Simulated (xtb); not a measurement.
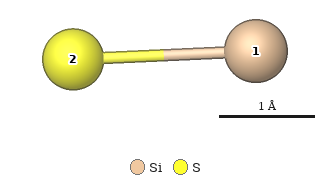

Figure 1. The input geometry (ball-and-stick view, seen at an oblique angle; atoms are numbered from 1 in the order of the input). Bond lengths as drawn: S–Si 1.93 Å.

## Run report: SiS, geometry relaxation (part 1 of 2)

- system: SiS (silylene, thioxo-), SMILES [Si-]#[S+]
- method: GFN2-xTB (xtb 6.7.1 later snapshot)

### The input (mol.xyz)
```
2

Si    -0.07514     0.05525    -0.00029
S      0.04578    -0.01788     1.92217
```

Hardware: 1 thread of Arm Neoverse V2, 24 GiB of memory available, shared host.

Command:
```bash
xtb mol.xyz --gfn 2 --ohess crude > mol.out
```

### Log
```
* xtb version 6.7.1
   ID    Z sym.   atoms
    1   14 Si     1
    2   16 S      2

           -------------------------------------------------
          |                Calculation Setup                |
           -------------------------------------------------

          program call               : xtb mol.xyz --gfn 2 --ohess crude
          coordinate file            : mol.xyz
          omp threads                :                     1

           -------------------------------------------------
          |                 G F N 2 - x T B                 |
           -------------------------------------------------

      * Hamiltonian:
        H0-scaling (s, p, d)           1.850000    2.230000    2.230000
        zeta-weighting                 0.500000
      * Dispersion:
        s8                             2.700000
        a1                             0.520000
        a2                             5.000000
        s9                             5.000000
      * Repulsion:
        kExp                           1.500000    1.000000
        rExp                           1.000000
      * Coulomb:
        alpha                          2.000000
        third order                    shell-resolved
        anisotropic                    true
        a3                             3.000000
        a5                             4.000000
        cn-shift                       1.200000
        cn-exp                         4.000000
        max-rad                        5.000000

          ...................................................
          :                      SETUP                      :
          :.................................................:
          :  # basis functions                  20          :
          :  # atomic orbitals                  18          :
          :  # shells                            6          :
          :  # electrons                        10          :
          :  max. iterations                   250          :
          :  Hamiltonian                  GFN2-xTB          :
          :  restarted?                      false          :
          :  GBSA solvation                  false          :
          :  PC potential                    false          :
          :  electronic temp.          300.0000000     K    :
          :  accuracy                    1.0000000          :
          :  -> integral cutoff          0.2500000E+02      :
          :  -> integral neglect         0.1000000E-07      :
          :  -> SCF convergence          0.1000000E-05 Eh   :
          :  -> wf. convergence          0.1000000E-03 e    :
          :  Broyden damping             0.4000000          :
          :  net charge                          0          :
          :  unpaired electrons                  0          :
          ...................................................

 iter      E             dE          RMSdq      gap      omega  full diag
   1     -4.9704697 -0.497047E+01  0.210E+01    2.88       0.0  T
   2     -4.9873640 -0.168943E-01  0.166E+01    2.57       1.0  T
   3     -4.9544471  0.329170E-01  0.708E+00    3.13       1.0  T
   4     -4.9906330 -0.361859E-01  0.288E+00    2.77       1.0  T
   5     -4.9780089  0.126240E-01  0.368E+00    3.11       1.0  T
   6     -4.9954020 -0.173930E-01  0.981E-01    2.96       1.0  T
   7     -4.9962302 -0.828262E-03  0.906E-01    2.96       1.0  T
   8     -4.9967525 -0.522308E-03  0.245E-01    2.90       1.0  T
   9     -4.9968232 -0.706708E-04  0.659E-02    2.91       1.1  T
  10     -4.9968155  0.767623E-05  0.771E-02    2.92       1.0  T
  11     -4.9968235 -0.796651E-05  0.155E-02    2.92       4.6  T
  12     -4.9968238 -0.329087E-06  0.171E-03    2.91      41.4  T
  13     -4.9968238 -0.309465E-08  0.472E-04    2.91     149.7  T
  14     -4.9968238 -0.126676E-09  0.876E-06    2.91    8076.0  T

   *** convergence criteria satisfied after 14 iterations ***

         #    Occupation            Energy/Eh            Energy/eV
      -------------------------------------------------------------
         1        2.0000           -0.7064279             -19.2229
         2        2.0000           -0.5591797             -15.2161
         3        2.0000           -0.3771799             -10.2636
         4        2.0000           -0.3771799             -10.2636
         5        2.0000           -0.3655725              -9.9477 (HOMO)
         6                         -0.2584499              -7.0328 (LUMO)
         7                         -0.2584499              -7.0328
         8                         -0.1475510              -4.0151
         9                         -0.0608920              -1.6570
        10                         -0.0608920              -1.6570
       ...                                ...                  ...
        18                          1.2886507              35.0660
      -------------------------------------------------------------
                  HL-Gap            0.1071226 Eh            2.9150 eV
             Fermi-level           -0.3120112 Eh           -8.4903 eV

 SCC (total)                   0 d,  0 h,  0 min,  0.002 sec
 SCC setup                      ...        0 min,  0.000 sec (  3.197%)
 Dispersion                     ...        0 min,  0.000 sec (  1.186%)
 classical contributions        ...        0 min,  0.000 sec (  0.230%)
 integral evaluation            ...        0 min,  0.000 sec ( 13.843%)
 iterations                     ...        0 min,  0.001 sec ( 66.320%)
 molecular gradient             ...        0 min,  0.000 sec ( 12.731%)
 printout                       ...        0 min,  0.000 sec (  2.054%)

         :::::::::::::::::::::::::::::::::::::::::::::::::::::
         ::                     SUMMARY                     ::
         :::::::::::::::::::::::::::::::::::::::::::::::::::::
         :: total energy              -4.957857509273 Eh    ::
         :: gradient norm              0.082489986095 Eh/a0 ::
         :: HOMO-LUMO gap              2.914955650032 eV    ::
         ::.................................................::
         :: SCC energy                -4.996823828156 Eh    ::
         :: -> isotropic ES            0.009418420510 Eh    ::
         :: -> anisotropic ES          0.004812551782 Eh    ::
         :: -> anisotropic XC         -0.011806360131 Eh    ::
         :: -> dispersion             -0.001012504035 Eh    ::
         :: repulsion energy           0.038966318882 Eh    ::
         :: add. restraining           0.000000000000 Eh    ::
         :: total charge              -0.000000000000 e     ::
         :::::::::::::::::::::::::::::::::::::::::::::::::::::

      -----------------------------------------------------------
     |                   =====================                   |
     |                        A N C O P T                        |
     |                   =====================                   |
     |               Approximate Normal Coordinate               |
     |                Rational Function Optimizer                |
      -----------------------------------------------------------

          ...................................................
          :                      SETUP                      :
          :.................................................:
          :   optimization level             crude          :
          :   max. optcycles                   200          :
          :   ANC micro-cycles                  20          :
          :   degrees of freedom                 1          :
          :.................................................:
          :   RF solver                   davidson          :
          :   write xtbopt.log                true          :
          :   linear (good luck)              true          :
          :   energy convergence         0.5000000E-03 Eh   :
          :   grad. convergence          0.1000000E-01 Eh/α :
          :   maximum RF displ.          1.0000000          :
          :   Hlow (freq-cutoff)         0.1000000E-01      :
          :   Hmax (freq-cutoff)         5.0000000          :
          :   S6 in model hess.         20.0000000          :
          ...................................................

generating ANC from exact Hessian ...
Using Lindh-Hessian (1995)
 Shifting diagonal of input Hessian by    0.0000000000000000
 Lowest  eigenvalues of input Hessian
    0.000000    0.000000    0.000000    0.000000    0.000000    0.495937
 Highest eigenvalues
    0.000000    0.000000    0.000000    0.000000    0.000000    0.495937

........................................................................
.............................. CYCLE    1 ..............................
........................................................................

 iter      E             dE          RMSdq      gap      omega  full diag
   1     -4.9968238 -0.499682E+01  0.128E-06    2.91       0.0  T
   2     -4.9968238  0.266454E-14  0.210E-06    2.91   33656.8  T
   3     -4.9968238 -0.799361E-14  0.696E-07    2.91  100000.0  T
     SCC iter.                  ...        0 min,  0.000 sec
     gradient                   ...        0 min,  0.000 sec
 * total energy  :    -4.9578575 Eh     change       -0.9947598E-13 Eh
   gradient norm :     0.0824900 Eh/α   predicted     0.0000000E+00 (-100.00%)
   displ. norm   :     0.1619681 α      lambda       -0.1336076E-01
   maximum displ.:     0.1619681 α      in ANC's #1, #1, #1, ...

........................................................................
.............................. CYCLE    2 ..............................
........................................................................

 iter      E             dE          RMSdq      gap      omega  full diag
   1     -4.9743323 -0.497433E+01  0.185E+00    2.77       0.0  T
   2     -4.9705356  0.379671E-02  0.207E+00    2.48       1.0  T
   3     -4.9762619 -0.572632E-02  0.889E-01    2.74       1.0  T
   4     -4.9766990 -0.437157E-03  0.459E-01    2.69       1.0  T
   5     -4.9766483  0.507659E-04  0.263E-01    2.69       1.0  T
   6     -4.9767339 -0.855959E-04  0.342E-02    2.66       2.1  T
   7     -4.9767346 -0.736110E-06  0.107E-02    2.66       6.6  T
   8     -4.9767347 -0.727040E-07  0.373E-03    2.66      19.0  T
   9     -4.9767347 -0.194074E-08  0.805E-04    2.66      87.8  T
  10     -4.9767347 -0.370199E-09  0.531E-05    2.66    1332.5  T
     SCC iter.                  ...        0 min,  0.001 sec
     gradient                   ...        0 min,  0.000 sec
 * total energy  :    -4.9602575 Eh     change       -0.2399970E-02 Eh
   gradient norm :     0.0364926 Eh/α   predicted    -0.6855630E-02 ( 185.65%)
   displ. norm   :     0.0495545 α      lambda       -0.1808374E-02
   maximum displ.:     0.0495545 α      in ANC's #1, #1, #1, ...

........................................................................
.............................. CYCLE    3 ..............................
........................................................................

 iter      E             dE          RMSdq      gap      omega  full diag
   1     -4.9827266 -0.498273E+01  0.546E-01    2.76       0.0  T
   2     -4.9824966  0.230029E-03  0.557E-01    2.80       1.0  T
   3     -4.9829051 -0.408478E-03  0.238E-01    2.77       1.0  T
   4     -4.9829185 -0.134213E-04  0.175E-01    2.77       1.0  T
   5     -4.9829264 -0.785739E-05  0.249E-02    2.77       2.8  T
   6     -4.9829263  0.640189E-07  0.105E-02    2.77       6.8  T
   7     -4.9829264 -0.783468E-07  0.336E-03    2.77      21.1  T
   8     -4.9829264 -0.645277E-08  0.230E-04    2.77     307.7  T
   9     -4.9829264  0.193090E-11  0.128E-04    2.77     552.0  T
     SCC iter.                  ...        0 min,  0.000 sec
     gradient                   ...        0 min,  0.000 sec
 * total energy  :    -4.9614381 Eh     change       -0.1180600E-02 Eh
   gradient norm :     0.0099961 Eh/α   predicted    -0.9064081E-03 ( -23.22%)
   displ. norm   :     0.0186885 α      lambda       -0.1868094E-03
   maximum displ.:     0.0186885 α      in ANC's #1, #1, #1, ...

........................................................................
.............................. CYCLE    4 ..............................
........................................................................

 iter      E             dE          RMSdq      gap      omega  full diag
   1     -4.9852260 -0.498523E+01  0.208E-01    2.79       0.0  T
   2     -4.9851972  0.288060E-04  0.206E-01    2.81       1.0  T
   3     -4.9852519 -0.547159E-04  0.898E-02    2.80       1.0  T
   4     -4.9852539 -0.202887E-05  0.646E-02    2.80       1.1  T
   5     -4.9852549 -0.959646E-06  0.102E-02    2.80       6.9  T
   6     -4.9852549 -0.245256E-07  0.309E-03    2.80      22.8  T
   7     -4.9852549 -0.443465E-08  0.116E-03    2.80      61.0  T
   8     -4.9852549 -0.542408E-09  0.758E-05    2.80     933.0  T
   9     -4.9852549 -0.333955E-12  0.196E-05    2.80    3609.8  T
     SCC iter.                  ...        0 min,  0.000 sec
     gradient                   ...        0 min,  0.000 sec
 * total energy  :    -4.9615152 Eh     change       -0.7716172E-04 Eh
   gradient norm :     0.0019326 Eh/α   predicted    -0.9343855E-04 (  21.09%)
   displ. norm   :     0.0045415 α      lambda       -0.5855878E-05
   maximum displ.:     0.0045415 α      in ANC's #1, #1, #1, ...

   *** GEOMETRY OPTIMIZATION CONVERGED AFTER 4 ITERATIONS ***

------------------------------------------------------------------------
 total energy gain   :        -0.0036577 Eh       -2.2953 kcal/mol
 total RMSD          :         0.0662737 a0        0.0351 Å
 total power (kW/mol):        -2.4008439 (step)-2396.7192 (real)
------------------------------------------------------------------------

 ANCopt (total)                0 d,  0 h,  0 min,  0.004 sec
 optimizer setup                ...        0 min,  0.000 sec (  1.505%)
 model hessian                  ...        0 min,  0.000 sec (  0.190%)
 ANC generation                 ...        0 min,  0.000 sec (  0.617%)
 coordinate transformation      ...        0 min,  0.000 sec (  0.441%)
 single point calculation       ...        0 min,  0.004 sec ( 88.055%)
 optimization log               ...        0 min,  0.000 sec (  2.777%)
 hessian update                 ...        0 min,  0.000 sec (  0.173%)
 rational function              ...        0 min,  0.000 sec (  3.923%)

================
 final structure:
================
2
 xtb: 6.7.1
Si          -0.07733995073182        0.05658048624725       -0.03526616013802
S            0.04797995073182       -0.01921048624725        1.95714616013802

 Bond Distances (Angstroems)
```
